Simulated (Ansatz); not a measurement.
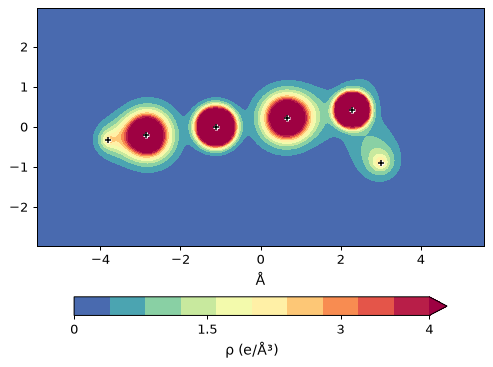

The electron density on a plane through atoms (crosses mark nuclei in the plane).

Theory: isolated molecule in a Gaussian basis; Kohn-Sham density functional theory, functional PBE0 in Ansatz.

Candidates:
A. C$_{3}$H$_{8}$OSn
B. H$_{4}$MgO$_{2}$Si
C. Cl$_{2}$H$_{2}$S$_{2}$Ti

**Which candidate gave the map?**

Candidate B: H$_{4}$MgO$_{2}$Si on the plane of atoms O3, Si4 and H6, which holds Mg, O, Si and H. Si–O (1.64 Å): ρ is about 1.2 e/Å³ halfway. Mg–O (1.76 Å): ρ at the midpoint is about 0.63 e/Å³.
